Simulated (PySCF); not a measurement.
B$_{3}$H$_{3}$O$_{3}$, SMILES `B1OBOBO1`.

Computed with PySCF, PBE0/def2-SVPD, geometry: GFN2-xTB. No frequency check shows the geometry to be a minimum.

Coordinates in Å:

```
B1      -1.3129   -0.3587    0.0000
O2      -0.3454   -1.3146    0.0000
B3       0.9671   -0.9577    0.0000
O4       1.3112    0.3582    0.0000
B5       0.3458    1.3163    0.0000
O6      -0.9658    0.9565    0.0000
H7      -2.4414   -0.6670    0.0000
H8       1.7983   -1.7808    0.0000
H9       0.6430    2.4478    0.0000
```

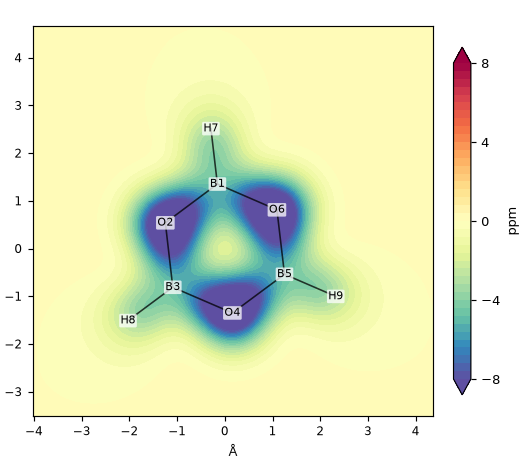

Isotropic NICS 1.0 Å above the plane of the 6-membered ring B1/O2/B3/O4/B5/O6; GIAO shieldings; atoms are projected onto the map; negative values mean shielding.

**Is the ring aromatic by this magnetic criterion?**

It is neither clearly diatropic nor paratropic (non-aromatic): NICS(0) = −0.4, NICS(1) = −1.8, NICS(1)zz = −2.4 ppm.

**What absolute proton shieldings does the same calculation give?**

27.1 ppm for all of them.

The PySCF run took 26 s on 1 thread of Intel(R) Xeon(R) 6975P-C (Granite Rapids) (shared host), peak memory 1.1 GiB.
